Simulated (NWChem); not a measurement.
# One shape, several levels: AlH (SMILES [AlH])

Wanted: a comparison of 5 runs (HF/STO-3G, HF/3-21G, PBE0/def2-TZVPPD, MP2/def2-TZVPPD, CCSD(T)/def2-TZVPPD) of AlH. 

Program for the calculation: NWChem 7.3.0.

20 further runs of the same task are left out: 20 set aside as unsound or not needed. Runs told in other sessions of the task aren't counted.

## Step 1: The molecule

AlH has 2 atoms, charge 0, and is taken as a singlet. As SMILES, `[AlH]`. The Al1–H2 distance was set to 2.497 Å, away from the relaxed value.

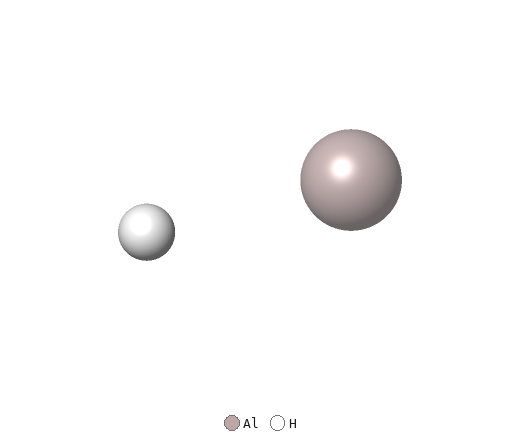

The structure, seen from a chosen angle (aluminium light grey, hydrogen white).

## Step 2: The energy at HF/STO-3G (run 1)

Input file alh.nw:

```
start alh
memory total 2200 mb

geometry noautosym nocenter noautoz
  Al     0.000000     0.000000    -0.857990
  H      0.000000     0.000000     1.639110
end

basis spherical bse
  * library STO-3G
end

scf
  thresh 1e-08
  maxiter 80
  noprint "final vectors analysis"
end

task scf energy
```

Command:

```console
$ nwchem alh.nw > alh.out
```

The program printed:

```text
[...]
  functions       =    10
[...]
  wavefunction    = RHF
[...]
         Total SCF energy =   -239.362386048083
      One-electron energy =   -340.990031632756
      Two-electron energy =     98.872728185692
 Nuclear repulsion energy =      2.754917398981
        Time for solution =      0.1s
[...]
```

It took 0.71 s on 1 thread of Intel Xeon Platinum 8259CL at 2.50GHz (Skylake/Cascade Lake), shared host; peak memory 0.099 GiB.

## Step 3: The energy at HF/3-21G (run 2)

Input file test.nw:

```
start test
memory total 2200 mb
charge 0

geometry noautosym nocenter noautoz
   Al     0.000000     0.000000    -0.857990
   H      0.000000     0.000000     1.639110
end

basis spherical bse
   * library 3-21G
end

scf
   thresh 1e-08
   maxiter 80
end

task scf energy
```

Command:

```console
$ nwchem test.nw > test.out
```

The program printed:

```text
[...]
  functions       =    15
[...]
  wavefunction    = RHF
[...]
         Total SCF energy =   -241.068659981685
      One-electron energy =   -340.936800089136
      Two-electron energy =     97.113222708470
 Nuclear repulsion energy =      2.754917398981
        Time for solution =      0.1s
[...]
```

Run time: 0.73 s. Hardware: 1 thread of Intel Xeon Platinum 8259CL at 2.50GHz (Skylake/Cascade Lake), shared host; peak memory 0.099 GiB.

Runs 3 to 4 aren't shown in full; the table further down has their settings and results.

## Step 4: A single-point energy at CCSD(T)/def2-TZVPPD (run 5)

Input file calc.nw:

```
start calc
memory total 2200 mb

geometry units angstroms noautosym nocenter noautoz
  Al     0.000000     0.000000    -0.857990
  H      0.000000     0.000000     1.639110
end

basis "ao basis" spherical bse
  * library def2-TZVPPD
end

scf
  thresh 1e-08
  maxiter 80
  print medium
end

ccsd
  freeze core 5
  maxiter 60
end

task ccsd(t) energy
```

Command:

```console
$ nwchem calc.nw > calc.out
```

The program printed:

```text
[...]
  functions       =    65
[...]
  wavefunction    = RHF
[...]
         Total SCF energy =   -242.402095099970
      One-electron energy =   -342.284662949434
      Two-electron energy =     97.127650450482
 Nuclear repulsion energy =      2.754917398981
        Time for solution =      3.4s
[...]
 Total MP2 energy:           -242.465385622308247
[...]
             energy      energy      error      ampl     ampl      Block
                                                time     time      time
[...]
 Total CCSD energy:           -242.489411860413128
[...]
 Total CCSD+T(CCSD) energy:           -242.491825161411157
[...]
 Total CCSD(T) energy:                -242.491710391728276
[...]
```

Run time: 34 s. Hardware: 1 thread of Intel Xeon Platinum 8259CL at 2.50GHz (Skylake/Cascade Lake), shared host; peak memory 0.11 GiB.

## Step 5: The series

```csv
run,level,iteration cap,module,energy (Eh),dipole moment (D) of the reference,wall time
1,HF/STO-3G,80,scf,-239.362386,5.38,0.71 s
2,HF/3-21G,80,scf,-241.068660,2.73,0.73 s
3,PBE0/def2-TZVPPD,100,dft,-242.810825,3.49,8.1 s
4,MP2/def2-TZVPPD,80,mp2,-242.465386,–,5.1 s
5,CCSD(T)/def2-TZVPPD,80,ccsd(t),-242.491710,–,34 s
```

## Step 6: Summary of results

| quantity | value |
| --- | --- |
| run 5: total energy | -242.49171 Eh |
| run 5: HOMO energy (Hartree–Fock orbitals) | -7.66 eV |
| run 5: LUMO energy (Hartree–Fock orbitals) | 0.29 eV |
| run 5: HOMO–LUMO gap (Hartree–Fock orbitals) | 7.95 eV |
| run 5: correlation energy (5 core orbitals frozen) | -89.6 mEh |
| run 5: (T) correction | -2.30 mEh |

In words: Over runs 1, 2, 3 the dipole moment (its size) runs from 2.73 D (HF/3-21G) to 5.38 D (HF/STO-3G). In run 1 the basis is minimal, so the values are rough. In all runs a closed-shell determinant meets a far-stretched bond; if it breaks into open shells, such a determinant describes it badly, and no broken-symmetry solution was shown. All runs together took 48 s, the longest 34 s.
